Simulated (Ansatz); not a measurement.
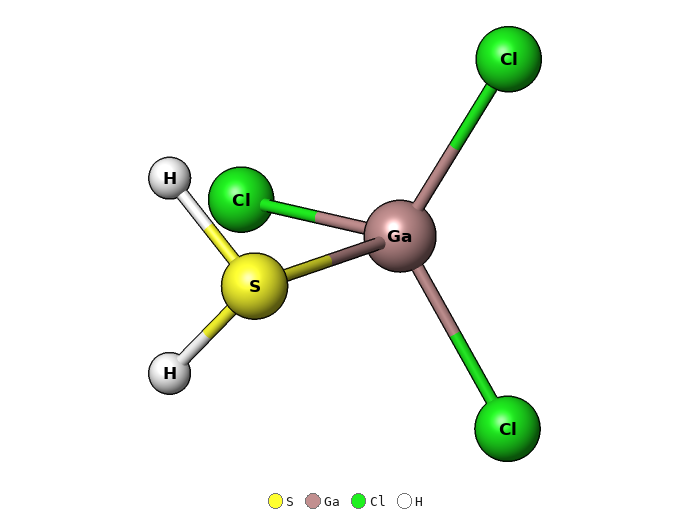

Sticks follow a distance rule. Harmonic vibrations computed with RKS PBE0-D4/def2-TZVP (Ansatz 0.2.0) at a stationary point of the same level.

### Is this a minimum or a saddle point?

A minimum: no imaginary frequency, and the lowest mode lies at 65 cm⁻¹.

### How many vibrational modes are there, and where do they lie?

15 modes: 65, 85, 104, 122, 122, 143, 206, 365, 432, 440, 496, 538, 1193, 2701, 2714 cm⁻¹.
